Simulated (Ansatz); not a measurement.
## Electronic structure of C₂H₆F₂Ge (SMILES [CH3][Ge]([CH3])([F])[F]) in real space

```yaml
atoms:
  - { symbol: C, position_ang: [-2.5271, -0.3792, 1.6504] }
  - { symbol: C, position_ang: [0.5701, -1.5481, 1.0542] }
  - { symbol: F, position_ang: [-0.1687, 1.3551, 1.0130] }
  - { symbol: F, position_ang: [-1.1627, -0.2452, -1.0136] }
  - { symbol: Ge, position_ang: [-0.8308, -0.2464, 0.7135] }
  - { symbol: H, position_ang: [-3.0077, -1.3516, 1.4288] }
  - { symbol: H, position_ang: [-3.1938, 0.4391, 1.3183] }
  - { symbol: H, position_ang: [-2.3647, -0.2946, 2.7423] }
  - { symbol: H, position_ang: [1.4516, -1.3093, 0.4295] }
  - { symbol: H, position_ang: [0.8630, -1.5194, 2.1215] }
  - { symbol: H, position_ang: [0.2119, -2.5652, 0.8028] }
```

Geometry: PBE-D3(BJ)/def2-SVP.

Computed with Ansatz 0.2.0, isolated molecule in a Gaussian basis; Kohn-Sham density functional theory, functional PBE0.

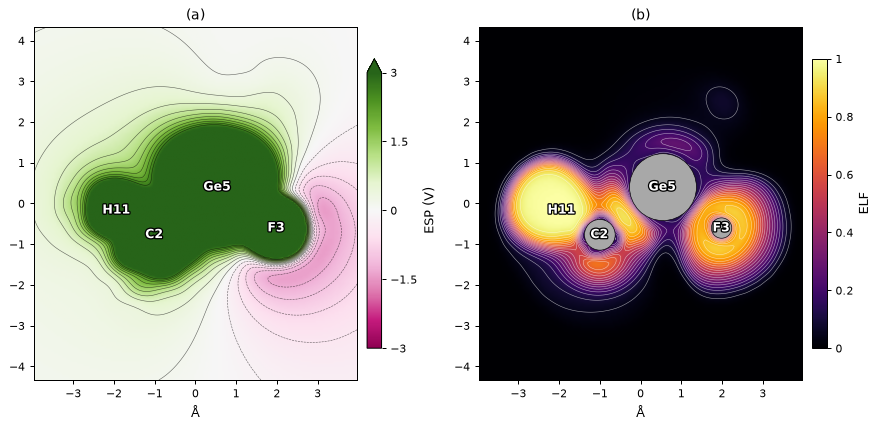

Figure 1. (a) molecular electrostatic potential; (b) electron localisation function on the plane of atoms Ge5, C2 and H11. Grey discs cover the atomic cores in the ELF map.

Read the bonding off the picture.

Answer.
- The section cuts through C, F, Ge and H sites.
- Ge–F (1.76 Å): the ELF peaks at about 0.80 in the valence shell of F, 0.5 Å from its nucleus, and is about 0.25 at the midpoint.
- C–Ge (1.94 Å): the ELF peaks at about 0.90 in the valence shell of C, 0.7 Å from its nucleus, and is about 0.75 at the midpoint.
- C–H (1.11 Å): the ELF climbs to about 1 towards the hydrogen, as it does in any bond to H: an ordinary covalent bond to hydrogen.
- The ELF also peaks beside F3, away from the bonds: lone-pair regions.
- Outside the dense part of the molecule the potential is most negative (−1.4 V) near F3.

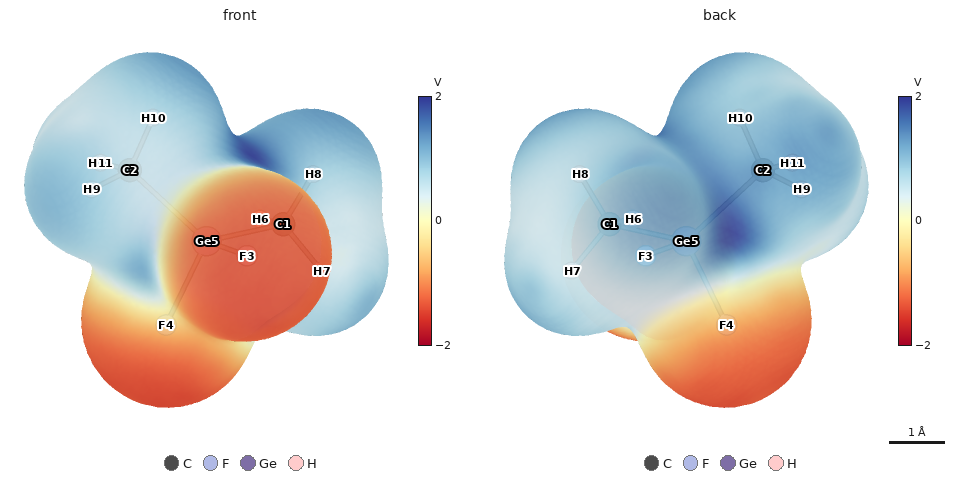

Figure 2. The electrostatic potential painted on the density surface at 0.002 e/bohr³, seen from the front and from behind; red is negative and blue positive.

Describe the electrostatic potential map.

Answer. The most negative region (about −1.4 V) lies over F3 and F4, the most positive (about +1.9 V) over Ge5.

How polar is the molecule by this calculation?

Answer. Its dipole moment is 3.71 D.

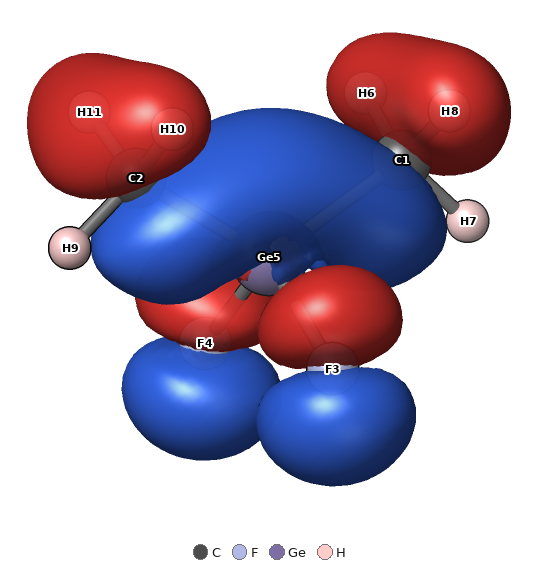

Figure 3. The HOMO−1 at ±0.08 Å⁻³ᐟ² (red and blue are the two phases), seen at a tilt.

Describe this orbital and give its energy.

Answer. Its weight (Hirshfeld) is mainly on F4 (about 25 %), F3 (about 25 %), Ge5 (about 15 %), C2 (about 15 %) and C1 (about 15 %). Its energy is −10.58 eV.

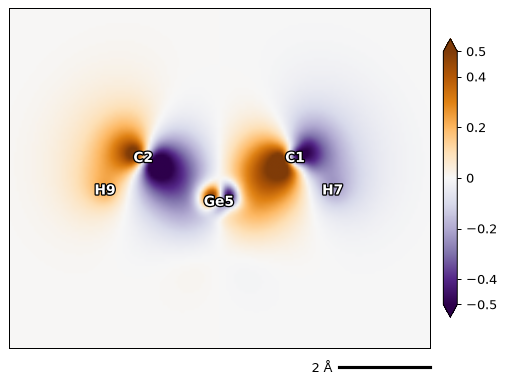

Figure 4. The HOMO on the plane of atoms C1, Ge5 and C2 (values in Å⁻³ᐟ²; the overall sign is arbitrary).

Describe this orbital and give its energy.

Answer. Its weight (Hirshfeld) is mainly on C1 (about 25 %), C2 (about 25 %), Ge5 (about 20 %), F3 (about 10 %) and F4 (about 10 %). Its energy is −9.13 eV.
